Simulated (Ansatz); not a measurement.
**[GeH5]− (SMILES [H][Ge-]([H])([H])([H])[H]) at CCSDT/STO-3G**

What is the energy change on altering one bond length of [GeH5]− at CCSDT/STO-3G? 

The results are computed with Ansatz 0.2.0.

## (1) The molecule

[GeH5]−: 6 atoms, total charge -1, spin state singlet. SMILES: `[H][Ge-]([H])([H])([H])[H]`. Geometry: a GFN2-xTB relaxation, a rough one for these elements and not checked as a minimum.

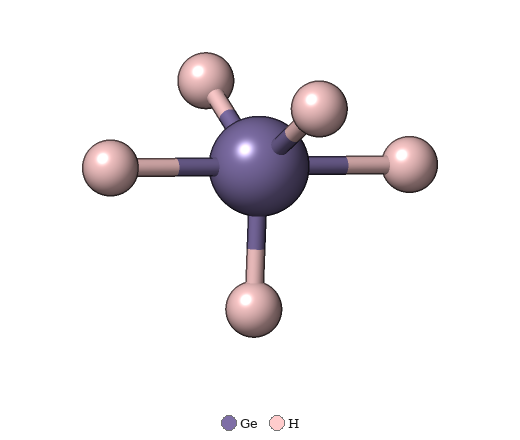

The structure, seen from a chosen angle (germanium purple, hydrogen pink).

## (2) A single-point energy at CCSDT/STO-3G

Contents of job.yaml:

```yaml
crystal:
  periodic: [false, false, false]
  atoms:
    - {symbol: Ge, position_ang: [0.000170, -0.001050, 0.006590]}
    - {symbol: H, position_ang: [-0.023480, -0.005740, 1.768690]}
    - {symbol: H, position_ang: [0.022000, 0.009450, -1.774870]}
    - {symbol: H, position_ang: [1.514900, 0.010990, 0.015670]}
    - {symbol: H, position_ang: [-0.767040, 1.304120, 0.000050]}
    - {symbol: H, position_ang: [-0.746540, -1.317780, -0.016130]}
basis:
  gaussian: {orbitals: STO-3G}
total_charge: -1
correlation: {method: ccsdt, frozen_orbitals: {Ge: 9, H: 0}}
accuracy: high
scf: {omitted_lower_state_checks: [cluster_reference, increment]}
```

Run with:

```sh
$ ansatz run job.yaml --threads 1 --pin off --max-ram 2610MiB --events-out events.jsonl --progress --plain --runs-dir runs
```

Output (excerpt; [...] marks lines left out):

```text
Warning: RAYON_NUM_THREADS=1 ignored (pool sized by the plan → 1); use --threads N
Functional definition: HF
  name "HF"
[...]
313 factors; integrals over basis functions are off by at most 1.4e-8 eV
[...]
mean field -55902.11732802 eV, -2054.3649199887 hartree, gradient 4.3e-8 eV, S^2 0.000000; 0 other end points of the search recorded, 0 dependent functions left out
9 core orbitals not correlated: weight in the atoms' cores, before any rotation towards them, 1.000 or more for the frozen orbitals, at most 0.000 for the correlated occupied ones
reference -55902.11732802 eV, -2054.3649199887 hartree; 10, 10 occupied and 4, 4 virtual orbitals, 313 factors
second order -1.36784416 eV of doubles, -0.00000000 eV of singles
cycle   1  -1.77808261 eV  change   -4.1e-1 eV  update   5.8e-2
[...]
cycle  20  -2.03534462 eV  change    1.5e-9 eV  update  7.7e-10
Total energy: -55904.15267264 eV, -2054.4397175239 hartree
Checks for a lower state left out: cluster_reference, increment
```

It took 0.26 s on 1 thread of Arm Neoverse V2, shared host.

## (3) The distorted shape, same level

Contents of molecule.yaml:

```yaml
crystal:
  periodic: [false, false, false]
  atoms:
    - symbol: Ge
      position_ang: [0.186865, 0.328163, 0.012271]
    - symbol: H
      position_ang: [0.163215, 0.323473, 1.774371]
    - symbol: H
      position_ang: [0.208695, 0.338663, -1.769189]
    - symbol: H
      position_ang: [1.701595, 0.340203, 0.021351]
    - symbol: H
      position_ang: [-0.580345, 1.633333, 0.005731]
    - symbol: H
      position_ang: [-0.746540, -1.317780, -0.016130]
basis:
  gaussian:
    orbitals: STO-3G
total_charge: -1
correlation:
  method: ccsdt
  frozen_orbitals: {Ge: 9, H: 0}
accuracy: high
scf:
  omitted_lower_state_checks: [cluster_reference, increment]
```

Run with:

```sh
$ ansatz run molecule.yaml --threads 1 --pin off --max-ram 2610MiB --events-out events.jsonl --progress --plain --runs-dir runs
```

Output (excerpt; [...] marks lines left out):

```text
Warning: RAYON_NUM_THREADS=1 ignored (pool sized by the plan → 1); use --threads N
Functional definition: HF
  name "HF"
[...]
310 factors; integrals over basis functions are off by at most 5.7e-9 eV
[...]
mean field -55900.99507078 eV, -2054.3236777956 hartree, gradient 4.9e-8 eV, S^2 0.000000; 0 other end points of the search recorded, 0 dependent functions left out
9 core orbitals not correlated: weight in the atoms' cores, before any rotation towards them, 1.000 or more for the frozen orbitals, at most 0.000 for the correlated occupied ones
reference -55900.99507078 eV, -2054.3236777956 hartree; 10, 10 occupied and 4, 4 virtual orbitals, 310 factors
second order -1.55194097 eV of doubles, -0.00000000 eV of singles
cycle   1  -2.04462577 eV  change   -4.9e-1 eV  update   6.9e-2
[...]
cycle  23  -2.38587896 eV  change   4.3e-10 eV  update   1.2e-9
Total energy: -55903.38094974 eV, -2054.4113572304 hartree
Checks for a lower state left out: cluster_reference, increment
```

Wall time 0.28 s (1 thread of Arm Neoverse V2, shared host).

## (4) Summary of results

At CCSDT/STO-3G, 9 core orbitals frozen:

| quantity | value |
| --- | --- |
| first shape: total energy | -2054.43972 Eh |
| first shape: correlation energy (9 core orbitals frozen) | -74.8 mEh |
| first shape: T1 diagnostic | 0.006 |
| distorted shape: total energy | -2054.41136 Eh |
| distorted shape: correlation energy (9 core orbitals frozen) | -87.7 mEh |
| distorted shape: T1 diagnostic | 0.007 |
| energy change with the Ge1–H6 bond stretched from 1.514 to 1.892 Å | 0.772 eV |

With the Ge1–H6 bond stretched from 1.514 to 1.892 Å the energy rises by 0.77 eV (74.5 kJ/mol). The first shape isn't relaxed at this level, so the change isn't measured from a minimum. The minimal basis adds a large error of its own.
